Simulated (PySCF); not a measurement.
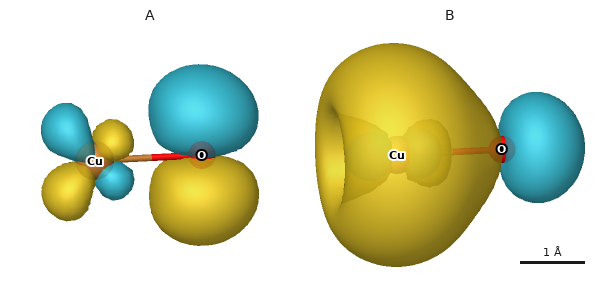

*CuO (charge −1). Two frontier orbitals, each drawn at the value that holds 80 % of its norm (yellow and cyan are the two phases), in no order; of a degenerate pair one member is drawn.*

Theory: PySCF 2.14.0, PBE0/def2-TZVPPD, non-relativistic Hamiltonian with scalar-relativistic core potentials where named, at a bond length of 1.694 Å.

> Name the orbitals and rank them from lowest to highest energy.

Orbital B: σ, occupied, −0.52 eV; mainly on Cu (75 %).
Orbital A: π, occupied, −0.04 eV; mainly on O (70 %).
